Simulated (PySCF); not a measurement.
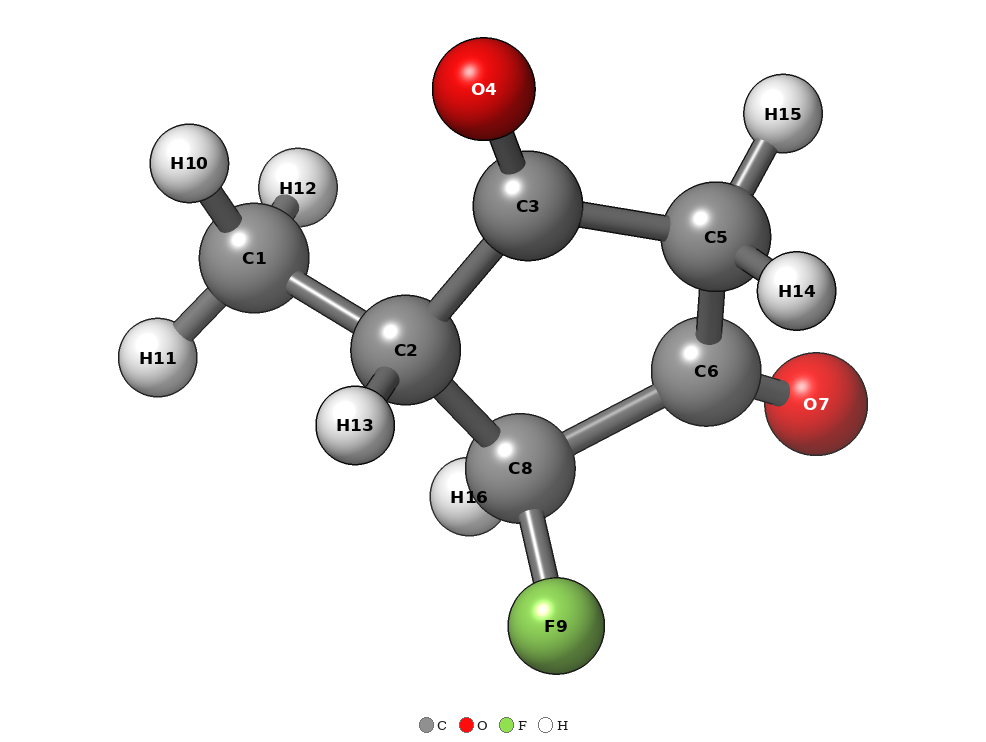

State: charge +1, doublet. Computed geometry: GFN2-xTB optimisation. No frequency run is at hand to confirm it as a minimum. Properties computed with UKS B3LYP, pcH-1 on C F H O, non-relativistic (PySCF 2.14.0).

Give the isotropic hyperfine couplings (Fermi-contact term alone) of C1, C2, C3, O4, C5, C6, O7, C8, F9, H10, H11, H12, H13, H14, H15, H16.

```tsv
atom	isotope	a_iso (MHz)
C1	13C	−2.0
C2	13C	18.3
C3	13C	−35.6
O4	17O	−21.8
C5	13C	−12.8
C6	13C	−35.0
O7	17O	−20.8
C8	13C	13.3
F9	19F	14.9
H10	1H	4.3
H11	1H	15.6
H12	1H	8.7
H13	1H	22.9
H14	1H	−17.0
H15	1H	−15.6
H16	1H	40.5
```
